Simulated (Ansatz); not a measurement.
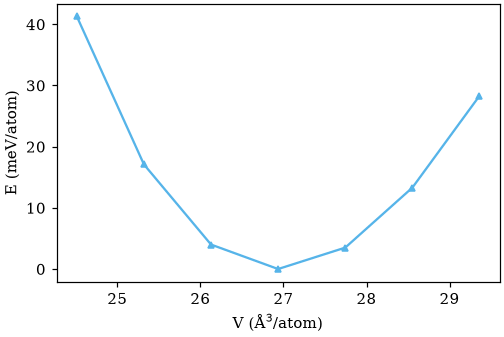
*In2Bi in space group P6_3/mmc (No. 194; In on 2a, In on 2d, Bi on 2c) under volume change, plane-wave PAW LDA (Ansatz code), shape and atoms relaxed at each volume.*

Problem. What does a third-order Birch–Murnaghan fit give for V₀, B₀ and B′?

Solution. V₀ = 26.94 Å³/atom, B₀ = 49.9 GPa, B′ = 5.3.

The first step of the workflow began from a Materials Project structure, measured or hypothetical; the Crystallography Open Database files this formula in space group No. 194, but the cells were not matched. Whether it is the stable phase at ambient conditions was not checked. Symmetry was held in the LDA relaxation; of distortions, only those at the zone centre were tested. Spin–orbit coupling is left out wherever it is not named.

Potentials: the later of the program's two PAW sets.
